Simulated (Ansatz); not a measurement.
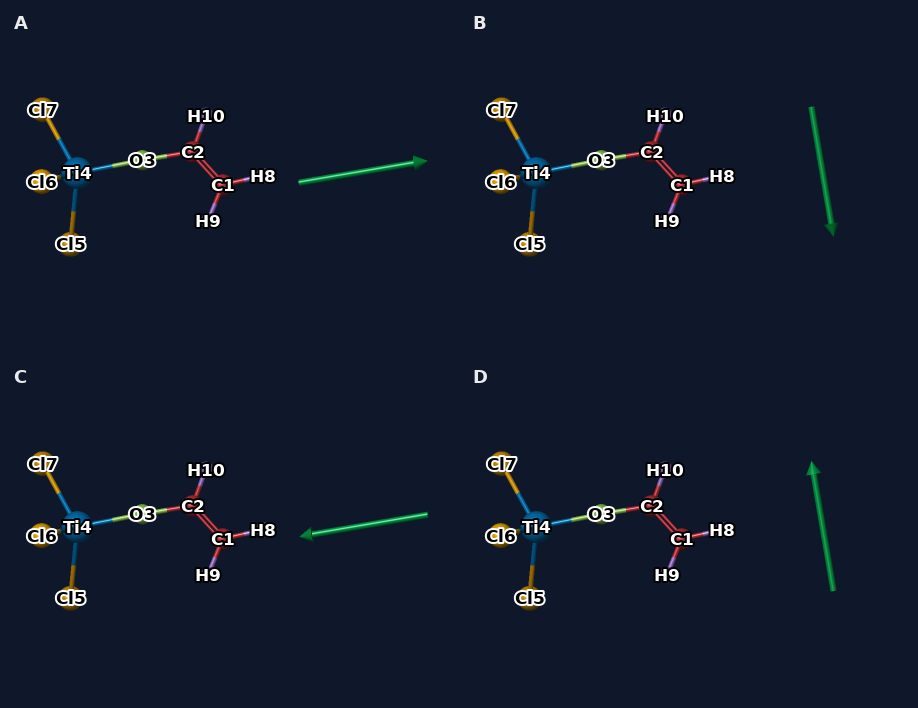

The same molecule four times, each with an arrow. The species is neutral and a spin singlet. The geometry was computed by an optimisation with PBE0-D4/def2-TZVP. No frequency run is at hand to confirm it as a minimum. Level of theory: RKS B3LYP-D4/def2-TZVPP (Ansatz 0.2.0).

Question: Which arrow points along the dipole moment, from the negative to the positive end?

Answer: A. The dipole moment is 2.84 D; it points from the side of Cl5, Cl6, Cl7 to the side of H8 (the outermost atoms at the two ends).
